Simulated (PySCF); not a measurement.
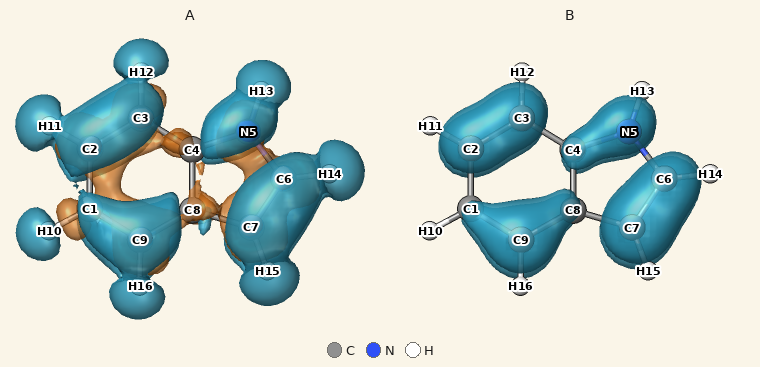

*C8H7N, SMILES `c1ccc2[nH]ccc2c1`. The Fukui function f⁻ from two separate SCF calculations and the density of the HOMO, at ±0.01 e/Å³ (light blue positive, orange negative).*

Method: CAM-B3LYP/def2-SVP; geometry: GFN2-xTB; program: PySCF. No frequency check shows the geometry to be a minimum.

Coordinates in Å:

```
C1       2.1393    0.6805    0.0000
C2       2.1121   -0.7172    0.0000
C3       0.9213   -1.4108    0.0000
C4      -0.2535   -0.6697    0.0000
N5      -1.5583   -1.0710    0.0000
C6      -2.3641    0.0348    0.0000
C7      -1.6038    1.1626    0.0000
C8      -0.2423    0.7468    0.0000
C9       0.9789    1.4206    0.0000
H10      3.0956    1.1832    0.0000
H11      3.0452   -1.2614    0.0000
H12      0.9001   -2.4912    0.0000
H13     -1.8763   -2.0249    0.0000
H14     -3.4326   -0.0692    0.0000
H15     -1.9592    2.1737    0.0000
H16      1.0067    2.5003    0.0000
```

### Which panel is which, and how good is the frozen-orbital picture?

A is f⁻ (it has negative regions), B the HOMO density. The HOMO lies on C7 (20 %), C6 (14 %) and C9 (13 %); f⁻ (Hirshfeld-condensed) is largest on C7 (0.13), C6 (0.11) and C9 (0.09); the vertical ionisation energy is 7.78 eV (the stability of the cation's solution wasn't checked). Relaxation shifts 26 % of the electron between atoms. The orbital energy is −7.01 eV.
